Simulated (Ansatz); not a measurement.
Partial pair distribution functions of a relaxed model of amorphous Ga24O37Be, broadened by 0.06 Å; density 4.94 g/cm³. Level of theory: PBE, scalar-relativistic without spin-orbit coupling (plane waves to 420 eV, PAW; Ansatz, a quantum-chemistry and plane-wave program).

Preparation: random packing, a CHGNet melt and quench, and a DFT relaxation. O atoms were pushed apart under 1.9 Å during the dynamics, to hinder bonds among them. The hot cell started wider than the set density and was brought back towards it in steps. It is the lowest in DFT energy of 2 quenches. It is a model cell: composition and starting density were chosen by hand, and all elements were melted together. No dispersion term was used. Its density started from a set value of 4.95 and ended at 4.94 g/cm³. Cooling (nominally 220 K/ps over its main leg) ran many orders faster than in experiment, which tends to leave more defects and strain. A cell of this size samples the disorder only roughly. The volume was held where the preparation left it and the shape relaxed, at a PBE pressure of 3.4 GPa. Stress components on the final sampling reach 3.6 GPa.

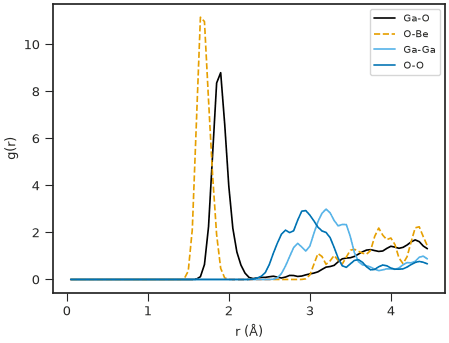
*Partial pair distribution functions*

Highest peaks under 4.5 Å: Ga-O near 1.90 Å, O-Be near 1.65 Å, Ga-Ga near 3.20 Å, O-O near 2.95 Å; pairs of few atoms are noisy.

Within 2.28 Å each Ga has 4.46 O neighbours on average.
